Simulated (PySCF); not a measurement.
Input

```
{"job": {"kind": "nmr", "xc": "PBE0", "basis": {"default": "pcSseg-1", "Al": "pcSseg-2"}}, "charge": 0, "multiplicity": 1}
Al    -0.115501    -0.762628    -1.167381
F     -0.612677     0.016334    -2.526442
F      0.232066    -2.367291    -1.088870
F      1.131883     0.214525    -0.284297
Al     0.149384     0.741380     1.147600
F      0.648535    -0.035052     2.507007
F     -0.197741     2.345592     1.063346
F     -1.097721    -0.238511     0.265338
```

Run with:

```sh
OMP_NUM_THREADS=1 python probes_run.py task.json out
```

Geometry: PBE0-D3(BJ)/def2-SVP.

Method: PBE0/pcSseg-1 Al:pcSseg-2, SCF density, gas phase, non-relativistic in PySCF 2.14.0.

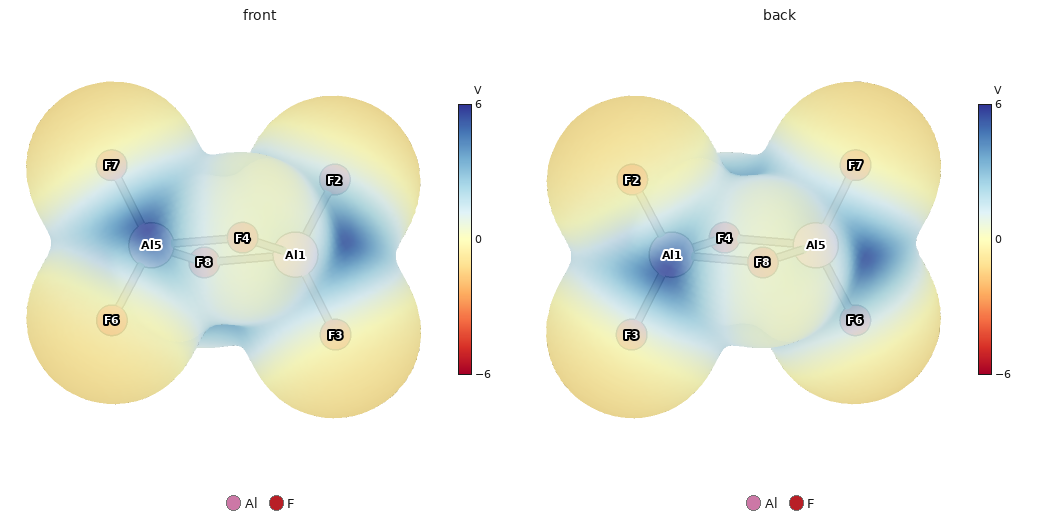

Al₂F₆. The electrostatic potential painted on the density surface at 0.002 e/bohr³, seen from the front and from behind; the colour scale runs from red (negative) to blue (positive).

Q: Where is the surface potential most negative and most positive?

A: The most negative region (about −0.9 V) lies over F2, F3, F6 and F7, the most positive (about +5.0 V) over Al1 and Al5.
